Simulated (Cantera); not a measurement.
Input: 1 mol SiC, a varied amount of H₂O, 610 mol N₂, held at 1852 °C and 3.40 bar.

Method: chemical equilibrium by Gibbs-energy minimisation in Cantera with the NASA 1993 tables (ideal gas, pure condensed phases). Candidate condensed phases: C, C₆H₆, C₇H₈, C₈H₁₈, H₂O, Si, SiC, SiO₂, Si₂N₂O, Si₃N₄; 151 gas species. Mutual solubility and eutectic melting of coexisting phases are not modelled. The tables hold silica as quartz up to 1696 K and as liquid above; real silica turns to tridymite and cristobalite and melts near 1996 K. Kinetics and transport are ignored.

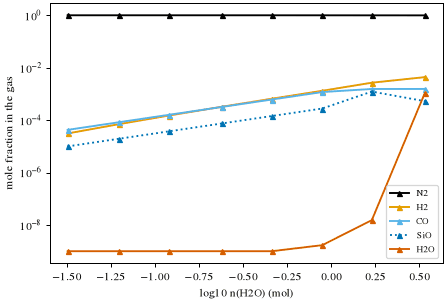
Equilibrium gas composition (values under 1e-9 drawn at 1e-9)

### Question
Read off the mole fractions at 0.89 mol H₂O.

### Answer
N₂ about 1.00, H₂ about 0.0013, CO about 0.0012, SiO about 0.00028.
